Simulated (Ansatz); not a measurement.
# Geometry relaxation of CH3ClInO

- system: CH3ClInO, multiplicity 2, SMILES C[O][In][Cl]
- method: UKS PBE0-D4/def2-TZVP (Ansatz 0.2.0)

The geometry: GFN2-xTB start. Figures and captions count atoms from 1; the log counts them from 0 in places.

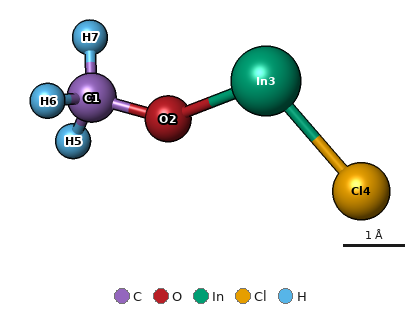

*The structure as given in the input (ball-and-stick view, seen at a tilt; atoms are numbered from 1 in the order of the input). Sticks mark near contacts.*

Bond lengths as drawn: Cl–In 2.41 Å, C–H 1.10 Å, C–O 1.38 Å and In–O 2.11 Å.

### The input
```yaml
crystal:
  periodic: [false, false, false]
  atoms:
    - {symbol: C, position_ang: [0.086740, 1.168360, 0.208290]}
    - {symbol: O, position_ang: [-0.114130, -0.141040, -0.166940]}
    - {symbol: In, position_ang: [0.609540, -2.104210, 0.110900]}
    - {symbol: Cl, position_ang: [-0.947220, -3.562570, -1.016890]}
    - {symbol: H, position_ang: [-0.581170, 1.790530, -0.407260]}
    - {symbol: H, position_ang: [-0.166720, 1.342350, 1.261770]}
    - {symbol: H, position_ang: [1.112960, 1.506590, 0.010130]}
basis:
  gaussian: {orbitals: def2-TZVP}
magnetization: {spin_polarized: true, initial_magnetization: 1}
hamiltonian: {xc: pbe0, dispersion: d4}
relax: {f_tol: 0.005, max_steps: 150}
```

Run on 4 threads of Intel Xeon @ 2.60GHz, 23 GiB of memory available, shared host.

Launched with:
```bash
ansatz run in.yaml --threads 4 --pin off --events-out ev --progress --plain --max-ram 10444MiB
```

### Output
```
Functional definition: PBE0
  name "PBE0"
  cite "Adamo & Barone, J. Chem. Phys. 110, 6158 (1999) doi:10.1063/1.478522"
  cite "Perdew, Burke & Ernzerhof, Phys. Rev. Lett. 77, 3865 (1996) doi:10.1103/PhysRevLett.77.3865"
  parent pbe
  parameter a = 0.25
  parameter kappa = 0.804
  parameter beta = 0.06672455060314922
  exchange = (1 - a)*pbe_x(kappa = kappa, mu = beta*pi^2/3) + a*exact_x
  correlation = pbe_c(beta = beta)
1212 factors; their error is unknown
mean field evaluation 1: about -20815.4166 eV, gradient 4.4e1 eV
mean field evaluation 2: about -20695.1679 eV, gradient 1.4e2 eV
mean field evaluation 4: about -20823.5958 eV, gradient 1.2e1 eV
mean field evaluation 8: about -20824.2205 eV, gradient 2.9e-1 eV
mean field evaluation 16: about -20824.3060 eV, gradient 2.3e-3 eV
mean field -20824.30603818 eV, -765.2791316816 hartree, gradient 1.7e-5 eV, S^2 0.759563; 2 other end points of the search recorded, 0 dependent functions left out
the calculation of the forces begins
reference -20824.30607571 eV, -765.2791330606 hartree; 28, 27 occupied and 139, 140 virtual orbitals, 1212 factors
relax step   1: F+E_penalty+E_count = -20824.42299720 eV  Δ(F+E_penalty+E_count) = +0.000e0 eV  max|allowed force component| = 1.267e0 eV/Å  Δτ_max = 0.0000 Å  (60 SCF iters, accepted)
these checks for a lower state are left out or cut short: starts, cluster_reference, orbital_swaps, neighbouring_geometries, increment
1212 factors; their error is unknown
mean field evaluation 32: about -20824.4262 eV, gradient 9.9e-3 eV
mean field -20824.42617958 eV, -765.2835467965 hartree, gradient 4.8e-5 eV, S^2 0.757186; 0 other end points of the search recorded, 0 dependent functions left out
the calculation of the forces begins
reference -20824.42621683 eV, -765.2835481653 hartree; 28, 27 occupied and 139, 140 virtual orbitals, 1212 factors
relax step   2: F+E_penalty+E_count = -20824.54554314 eV  Δ(F+E_penalty+E_count) = -1.225e-1 eV  max|allowed force component| = 4.848e-1 eV/Å  Δτ_max = 0.1115 Å  (38 SCF iters, accepted)
these checks for a lower state are left out or cut short: starts, cluster_reference, orbital_swaps, neighbouring_geometries, increment
1212 factors; their error is unknown
mean field -20824.45987741 eV, -765.2847851689 hartree, gradient 2.6e-5 eV, S^2 0.756076; 0 other end points of the search recorded, 0 dependent functions left out
the calculation of the forces begins
reference -20824.45991494 eV, -765.2847865482 hartree; 28, 27 occupied and 139, 140 virtual orbitals, 1212 factors
relax step   3: F+E_penalty+E_count = -20824.57821075 eV  Δ(F+E_penalty+E_count) = -3.267e-2 eV  max|allowed force component| = 3.854e-1 eV/Å  Δτ_max = 0.1966 Å  (41 SCF iters, accepted)
these checks for a lower state are left out or cut short: starts, cluster_reference, orbital_swaps, neighbouring_geometries, increment
1212 factors; their error is unknown
mean field -20824.46908257 eV, -765.2851234524 hartree, gradient 2.4e-5 eV, S^2 0.756234; 0 other end points of the search recorded, 0 dependent functions left out
the calculation of the forces begins
reference -20824.46912007 eV, -765.2851248305 hartree; 28, 27 occupied and 139, 140 virtual orbitals, 1212 factors
relax step   4: F+E_penalty+E_count = -20824.58765527 eV  Δ(F+E_penalty+E_count) = -9.445e-3 eV  max|allowed force component| = 9.100e-2 eV/Å  Δτ_max = 0.0343 Å  (37 SCF iters, accepted)
these checks for a lower state are left out or cut short: starts, cluster_reference, orbital_swaps, neighbouring_geometries, increment
1212 factors; their error is unknown
mean field -20824.47073838 eV, -765.2851843023 hartree, gradient 1.6e-5 eV, S^2 0.756389; 0 other end points of the search recorded, 0 dependent functions left out
the calculation of the forces begins
reference -20824.47077584 eV, -765.2851856788 hartree; 28, 27 occupied and 139, 140 virtual orbitals, 1212 factors
relax step   5: F+E_penalty+E_count = -20824.58951842 eV  Δ(F+E_penalty+E_count) = -1.863e-3 eV  max|allowed force component| = 7.796e-2 eV/Å  Δτ_max = 0.0643 Å  (39 SCF iters, accepted)
these checks for a lower state are left out or cut short: starts, cluster_reference, orbital_swaps, neighbouring_geometries, increment
1212 factors; their error is unknown
mean field evaluation 64: about -20824.4716 eV, gradient 2.4e-5 eV
mean field -20824.47157805 eV, -765.2852151596 hartree, gradient 2.4e-5 eV, S^2 0.756409; 0 other end points of the search recorded, 0 dependent functions left out
the calculation of the forces begins
reference -20824.47161551 eV, -765.2852165361 hartree; 28, 27 occupied and 139, 140 virtual orbitals, 1212 factors
relax step   6: F+E_penalty+E_count = -20824.59016134 eV  Δ(F+E_penalty+E_count) = -6.429e-4 eV  max|allowed force component| = 2.785e-2 eV/Å  Δτ_max = 0.0363 Å  (40 SCF iters, accepted)
these checks for a lower state are left out or cut short: starts, cluster_reference, orbital_swaps, neighbouring_geometries, increment
1212 factors; their error is unknown
mean field -20824.47157910 eV, -765.2852151983 hartree, gradient 2.1e-5 eV, S^2 0.756412; 0 other end points of the search recorded, 0 dependent functions left out
the calculation of the forces begins
reference -20824.47161654 eV, -765.2852165741 hartree; 28, 27 occupied and 139, 140 virtual orbitals, 1212 factors
relax step   7: F+E_penalty+E_count = -20824.59021328 eV  Δ(F+E_penalty+E_count) = -5.194e-5 eV  max|allowed force component| = 2.273e-2 eV/Å  Δτ_max = 0.0120 Å  (40 SCF iters, accepted)
these checks for a lower state are left out or cut short: starts, cluster_reference, orbital_swaps, neighbouring_geometries, increment
1212 factors; their error is unknown
mean field -20824.47160577 eV, -765.2852161781 hartree, gradient 2.0e-5 eV, S^2 0.756417; 0 other end points of the search recorded, 0 dependent functions left out
the calculation of the forces begins
reference -20824.47164321 eV, -765.2852175540 hartree; 28, 27 occupied and 139, 140 virtual orbitals, 1212 factors
relax step   8: F+E_penalty+E_count = -20824.59023292 eV  Δ(F+E_penalty+E_count) = -1.964e-5 eV  max|allowed force component| = 2.126e-3 eV/Å  Δτ_max = 0.0078 Å  (41 SCF iters, accepted)
1212 factors; their error is unknown
mean field evaluation 96: about -20824.4716 eV, gradient 3.3e-3 eV
```

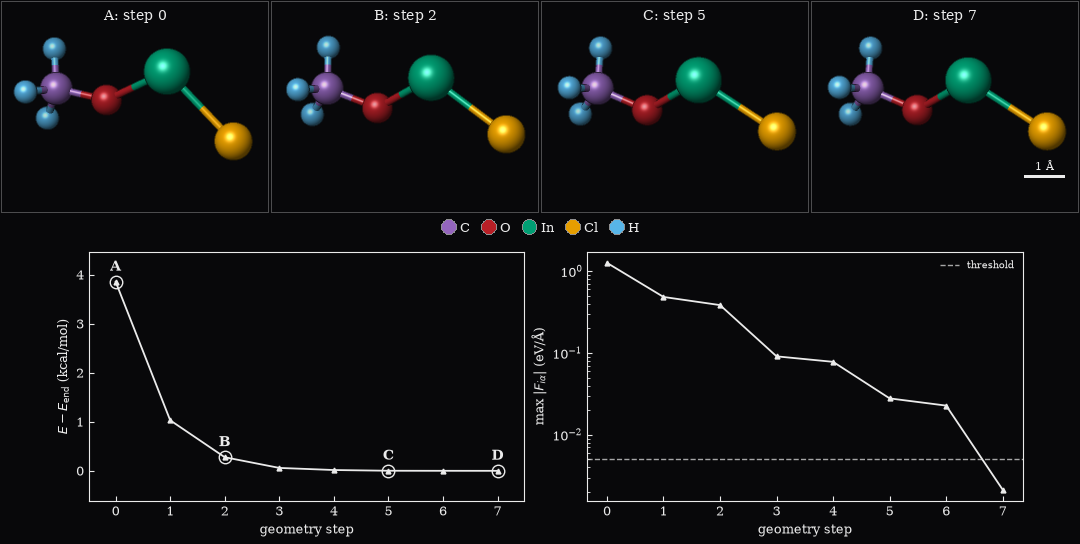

*Frames of the relaxation (ball-and-stick view, seen at a tilt) above the curves, on which the letters mark them (the first geometry is step 0 here and step 1 in the log).*

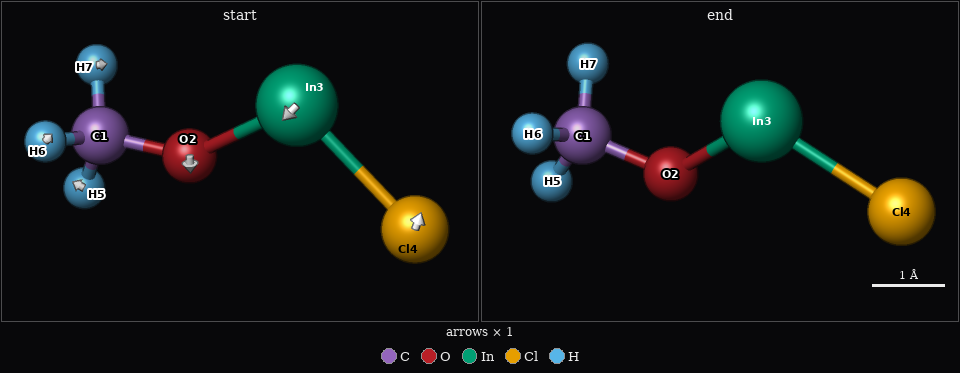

*Before (left) and after (right) the relaxation, at one scale (ball-and-stick view, seen at a tilt). The white arrows give the displacements, at true length.*

In3 moves most after the best rigid fit: 0.32 Å. Largest moves by element: In 0.32 Å, O 0.29 Å, Cl 0.27 Å, H 0.20 Å, C 0.03 Å. Among the contacts that change: O2–In3 2.111 → 2.013 Å, In3–Cl4 2.413 → 2.359 Å, C1–O2 1.377 → 1.400 Å, C1–H5 1.101 → 1.096 Å. Among the angles that change: C1–O2–In3 143.0° → 126.3°, O2–In3–Cl4 106.2° → 113.7°. The energy falls by 3.86 kcal/mol in 7 geometry steps. The largest force component goes from 1.3 to 0.0021 eV/Å. (Atoms are counted from 1 in the order of the input.)

```
mean field -20824.47160577 eV, -765.2852161781 hartree, gradient 3.9e-5 eV, S^2 0.756417; 1 other end points of the search recorded, 0 dependent functions left out
the calculation of the forces begins
reference -20824.47164321 eV, -765.2852175540 hartree; 28, 27 occupied and 139, 140 virtual orbitals, 1212 factors
Total energy: -20824.59027036 eV, -765.2895770214 hartree
Atom 0 at     0.091302     1.144393     0.187160 Å, force     0.000136     0.001072     0.002126 eV/Å
Atom 1 at    -0.344456    -0.082417    -0.327069 Å, force     0.000250    -0.001009    -0.001436 eV/Å
Atom 2 at     0.367579    -1.900771     0.162841 Å, force    -0.000095    -0.000073     0.000270 eV/Å
Atom 3 at    -0.700300    -3.673166    -0.970944 Å, force     0.000072    -0.000206    -0.000273 eV/Å
Atom 4 at    -0.501133     1.932361    -0.292196 Å, force     0.000199    -0.000190     0.000323 eV/Å
Atom 5 at    -0.060247     1.231294     1.270344 Å, force     0.000194     0.001217    -0.000340 eV/Å
Atom 6 at     1.147257     1.348317    -0.030134 Å, force    -0.000757    -0.000812    -0.000670 eV/Å
Dipole moment:     0.450603     0.379879     0.446886 e Å
```

### Trajectory as extended XYZ (Å, eV, eV/Å), 8 frames, from step=1 to step=8
```
7
Properties=species:S:1:pos:R:3:forces:R:3 step=1 energy=-20824.42300
C     0.0867    1.1684    0.2083    0.3003   0.0438   0.1761
O    -0.1141   -0.1410   -0.1669   -0.1269  -1.2667  -0.2907
In    0.6095   -2.1042    0.1109   -0.5808   0.7921  -0.2537
Cl   -0.9472   -3.5626   -1.0169    0.3351   0.2445   0.2263
H    -0.5812    1.7905   -0.4073    0.0155  -0.0148   0.0379
H    -0.1667    1.3423    1.2618    0.0770   0.1046   0.0032
H     1.1130    1.5066    0.0101   -0.0201   0.0964   0.1009
7
Properties=species:S:1:pos:R:3:forces:R:3 step=2 energy=-20824.54554
C     0.0851    1.1325    0.2004    0.0032   0.2327  -0.0672
O    -0.2035   -0.1524   -0.2326   -0.0067  -0.4848  -0.0658
In    0.5733   -2.0033    0.1105   -0.1826   0.4250  -0.0537
Cl   -0.8780   -3.5170   -0.9707    0.0470  -0.0797   0.0132
H    -0.5545    1.8169   -0.3825    0.1034  -0.0543   0.1127
H    -0.1478    1.2905    1.2613    0.0535  -0.0142   0.0058
H     1.1254    1.4327    0.0136   -0.0178  -0.0246   0.0551
7
Properties=species:S:1:pos:R:3:forces:R:3 step=3 energy=-20824.57821
C     0.0900    1.1466    0.2004   -0.0726   0.2055  -0.0941
O    -0.2994   -0.1052   -0.2877   -0.1406   0.3132  -0.0663
In    0.4530   -1.9131    0.0651    0.0477  -0.3854   0.0128
Cl   -0.7785   -3.6836   -0.9395    0.1032   0.1592   0.0782
H    -0.5058    1.9066   -0.3357    0.1573  -0.1616   0.1311
H    -0.1101    1.2702    1.2733   -0.0042  -0.0574  -0.0419
H     1.1509    1.3786    0.0241   -0.0908  -0.0735  -0.0198
7
Properties=species:S:1:pos:R:3:forces:R:3 step=4 energy=-20824.58765
C     0.0857    1.1450    0.1965    0.0108   0.0910  -0.0093
O    -0.3309   -0.0950   -0.2963   -0.0805   0.0667  -0.0598
In    0.4415   -1.9074    0.0764    0.0632  -0.0406   0.0521
Cl   -0.7505   -3.6715   -0.9361   -0.0109  -0.0126  -0.0138
H    -0.4929    1.9214   -0.3254    0.0665  -0.0813   0.0571
H    -0.1025    1.2582    1.2721   -0.0020  -0.0086  -0.0179
H     1.1496    1.3493    0.0128   -0.0470  -0.0147  -0.0085
7
Properties=species:S:1:pos:R:3:forces:R:3 step=5 energy=-20824.58952
C     0.0875    1.1394    0.1897   -0.0180   0.0780  -0.0200
O    -0.3522   -0.0815   -0.3343    0.0144   0.0122   0.0183
In    0.4053   -1.8876    0.1257   -0.0270  -0.0686  -0.0234
Cl   -0.7180   -3.6698   -0.9436    0.0224   0.0198   0.0164
H    -0.4888    1.9359   -0.2967    0.0018  -0.0179   0.0015
H    -0.0820    1.2267    1.2703    0.0099  -0.0129  -0.0010
H     1.1482    1.3370   -0.0110   -0.0035  -0.0106   0.0082
7
Properties=species:S:1:pos:R:3:forces:R:3 step=6 energy=-20824.59016
C     0.0901    1.1455    0.1886   -0.0020  -0.0278   0.0017
O    -0.3484   -0.0803   -0.3269   -0.0052   0.0071  -0.0064
In    0.3770   -1.8975    0.1462    0.0042  -0.0045   0.0054
Cl   -0.7040   -3.6785   -0.9614   -0.0014   0.0025  -0.0021
H    -0.4960    1.9357   -0.2943   -0.0021   0.0034  -0.0012
H    -0.0669    1.2316    1.2709    0.0011   0.0101   0.0036
H     1.1481    1.3435   -0.0230    0.0053   0.0092  -0.0009
7
Properties=species:S:1:pos:R:3:forces:R:3 step=7 energy=-20824.59021
C     0.0910    1.1447    0.1877   -0.0069  -0.0227  -0.0078
O    -0.3427   -0.0824   -0.3294    0.0029   0.0173   0.0072
In    0.3728   -1.9000    0.1571    0.0008  -0.0026   0.0017
Cl   -0.7042   -3.6732   -0.9664    0.0002  -0.0011  -0.0011
H    -0.5007    1.9323   -0.2928   -0.0006   0.0043  -0.0004
H    -0.0635    1.2300    1.2704   -0.0007   0.0013   0.0018
H     1.1473    1.3487   -0.0267    0.0043   0.0035  -0.0013
7
Properties=species:S:1:pos:R:3:forces:R:3 step=8 energy=-20824.59023
C     0.0913    1.1444    0.1872    0.0001   0.0011   0.0021
O    -0.3445   -0.0824   -0.3271    0.0003  -0.0010  -0.0014
In    0.3676   -1.9008    0.1628   -0.0001  -0.0001   0.0003
Cl   -0.7003   -3.6732   -0.9709    0.0001  -0.0002  -0.0003
H    -0.5011    1.9324   -0.2922    0.0002  -0.0002   0.0003
H    -0.0602    1.2313    1.2703    0.0002   0.0012  -0.0003
H     1.1473    1.3483   -0.0301   -0.0008  -0.0008  -0.0007
```

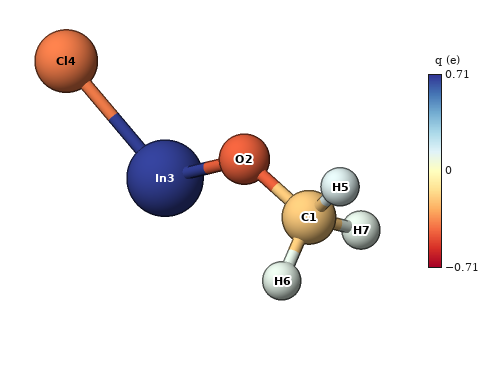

*Mulliken charges, as the colour of each atom (ball-and-stick view, seen at a tilt; atoms are numbered from 1 in the order of the input; Mulliken charges depend strongly on the basis).*

By element: C −0.20, O −0.45, In +0.68, Cl −0.39 and H +0.11 to +0.13 e.

### Results in brief

- outcome: converged
- total energy: −20824.5903 eV
- mean-field energy: −20824.4716 eV
- dispersion energy: −0.1186 eV
- ⟨S²⟩: 0.756
- SCF solution under orbital rotations: stable
- largest force (length of the vector) at the end: 0.002 eV/Å
- dipole moment: 3.55 D
- wall time: 28 s (CPU time 1.7 min)
- peak memory: 0.53 GiB
